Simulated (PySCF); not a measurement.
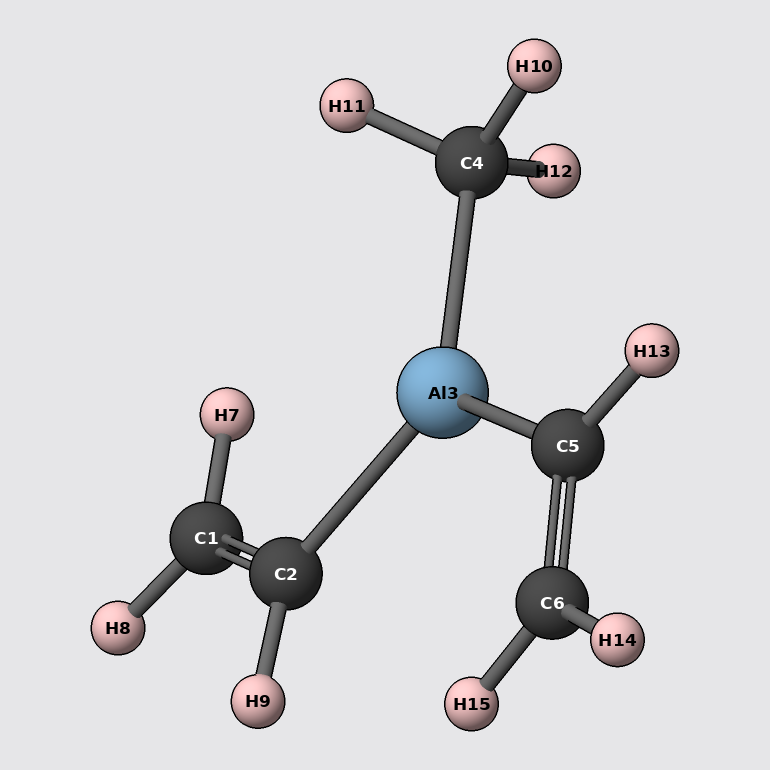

The questions are on isotropic NMR shieldings of the C atoms. Computed geometry: GFN2-xTB optimisation. No frequency run is at hand to confirm it as a minimum. Method: GIAO PBE0/pcSseg-1 NMR shielding, non-relativistic, gas phase (PySCF 2.14.0).

**Which C atom is the most shielded (lowest chemical shift)?**

C4 (197.8 ppm).

**Which C atom is the least shielded (highest chemical shift)?**

C5 (32.1 ppm).

**How wide is the range of C shifts?**

165.7 ppm.

Give the isotropic NMR shieldings of the C atoms atom by atom.

```
atom  σ (ppm)
  C1     34.3
  C2     36.1
  C4    197.8
  C5     32.1
  C6     34.8
```

The geometry is semi-empirical. Around Al such bond lengths and angles can be off by a tenth of an ångström or more and by several degrees, and values that hang on the shape move with them.
